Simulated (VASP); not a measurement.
Band structure of Nb$_{3}$Sn (A15). Calculation: r2SCAN meta-GGA, VASP's PBE PAW potentials (set 64) (plane waves; VASP 6.6.1).

Unless said otherwise, spin-orbit coupling is left out, though it shifts the bands of the heavy elements here.

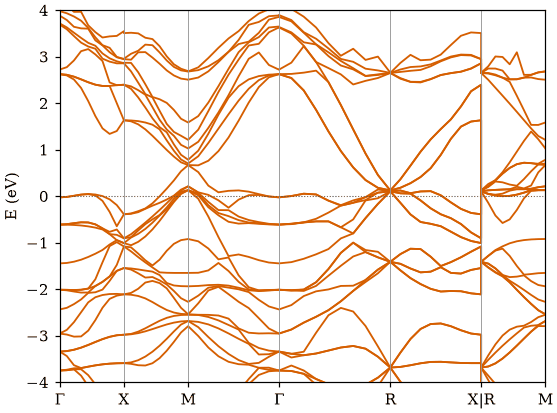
*Bands along high-symmetry lines, zero at the valence-band maximum or, without a gap, the Fermi level*

### Question
Read the plot: is there a gap, and where are the band edges?

### Answer
It has no gap at this level: it comes out as a metal or semimetal.

The compound is Nb3Sn in the A15 structure. It was relaxed first.
